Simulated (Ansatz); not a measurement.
The calculation's input:

```
crystal:
  periodic: [false, false, false]
  atoms:
    - {symbol: C, position_ang: [-1.004158, -0.277090, -0.015241]}
    - {symbol: C, position_ang: [-0.924977, -0.750814, -2.783407]}
    - {symbol: Si, position_ang: [0.217276, -0.432724, -1.379409]}
    - {symbol: H, position_ang: [-2.103550, -0.374581, -0.155717]}
    - {symbol: H, position_ang: [-0.720478, -0.076221, 1.036415]}
    - {symbol: H, position_ang: [-2.031476, -0.804553, -2.680114]}
    - {symbol: H, position_ang: [-0.581456, -0.909034, -3.824446]}
basis:
  gaussian: {orbitals: def2-TZVPD}
total_charge: -1
magnetization: {spin_polarized: true, initial_magnetization: 1}
hamiltonian: {xc: pbe0}
output: {forces: true, orbitals: {seedname: orbitals}}
```

Command:

```sh
ansatz run input.yaml --threads 2 --pin off --max-ram 4350MiB --events-out events.jsonl --progress --plain --runs-dir runs
```

Geometry: PBE-D3(BJ)/def2-SVPD; ⟨S²⟩ = 0.82, above the pure value of 0.75.

Method: Ansatz, isolated molecule in a Gaussian basis; Kohn-Sham density functional theory, functional PBE0.

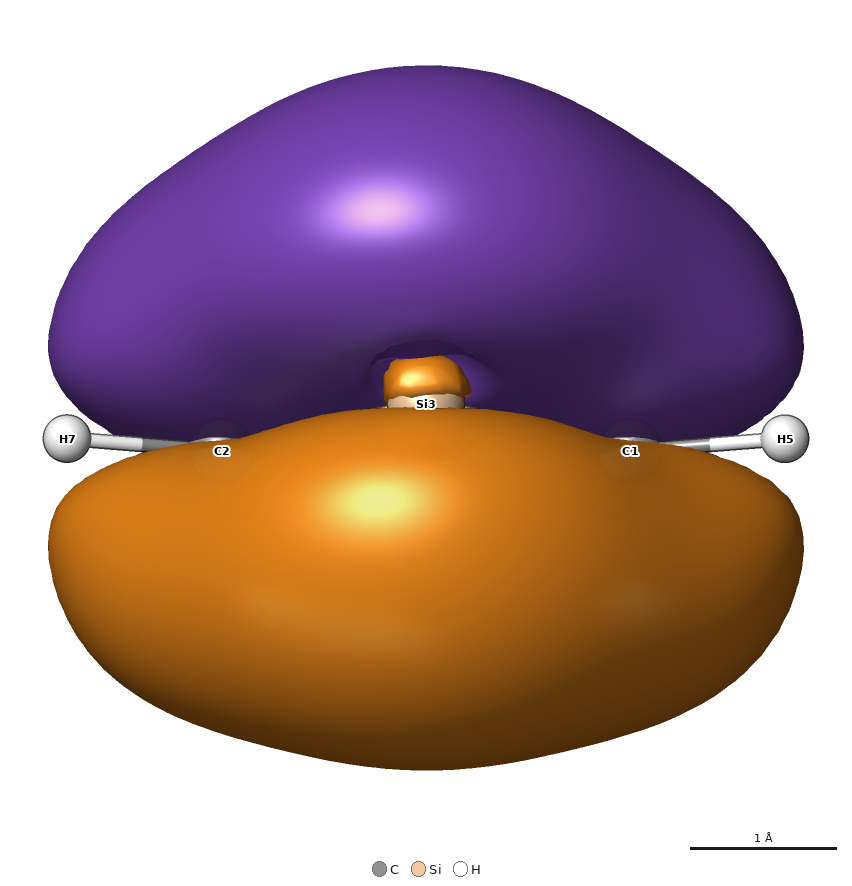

C$_{2}$H$_{4}$Si (SMILES [CH2][Si-]=C) (charge −1, doublet). The HOMO−1 (β) at ±0.06 Å⁻³ᐟ² (orange and purple are the two phases), seen from one side.

**Describe this orbital and give its energy.**

It lies mainly on Si3 (about 45 %), C1 (about 25 %) and C2 (about 25 %); it changes sign across the molecular plane (π type); π-bonding across C1–Si3 and C2–Si3. Its energy is −0.74 eV.
